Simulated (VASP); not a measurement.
Band structure of NiO (rock salt, AFM-II order). Calculation: PBE GGA, VASP's PBE PAW potentials (set 64) (plane waves; VASP 6.6.1).

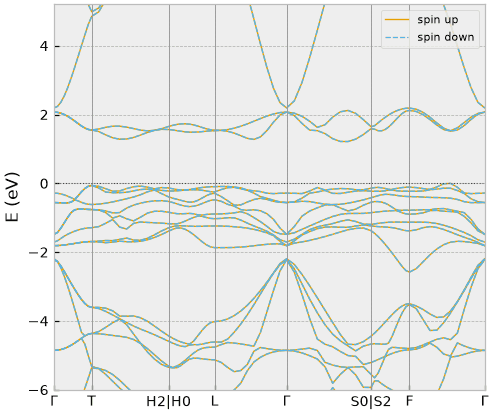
Figure: Bands along high-symmetry lines, zero at the valence-band maximum or, without a gap, the Fermi level

Read the plot: is there a gap, and where are the band edges?

The gap is indirect, 1.22 eV, from the valence maximum at F-Γ at 0.55 to the conduction minimum at Γ-S0 at 0.73. (Edges off the drawn lines would not show.)

The compound is NiO in the rock salt, AFM-II order structure. It was relaxed first.
